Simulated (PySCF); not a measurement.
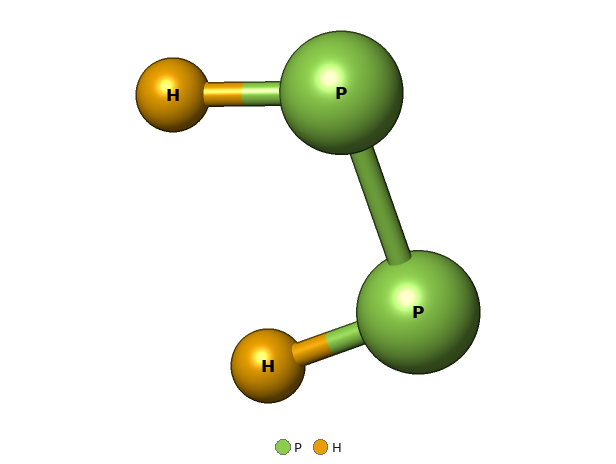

The computed structure is the end point of a GFN2-xTB optimisation. No frequency run is at hand to confirm it as a minimum. Properties computed with ωB97X-D/def2-SVPD, gas phase (PySCF 2.14.0). Excitations: vertical, linear response.

What does the calculation give?

The species is P2H2 (`[H]/P=P\[H]`).
- dipole moment: 1.26 D
- HOMO energy (Kohn–Sham orbital): −9.58 eV
- LUMO energy (Kohn–Sham orbital): −1.22 eV
- HOMO–LUMO gap: 8.36 eV
- mean static polarisability: 52.6 bohr³
- lowest vertical singlet excitation: 3.75 eV
- its oscillator strength: 0.000
- brightest of the 8 lowest singlets: 4.66 eV
- its oscillator strength: 0.14

The geometry is semi-empirical. Around P such bond lengths and angles can be off by a tenth of an ångström or more and by several degrees, and values that hang on the shape move with them.
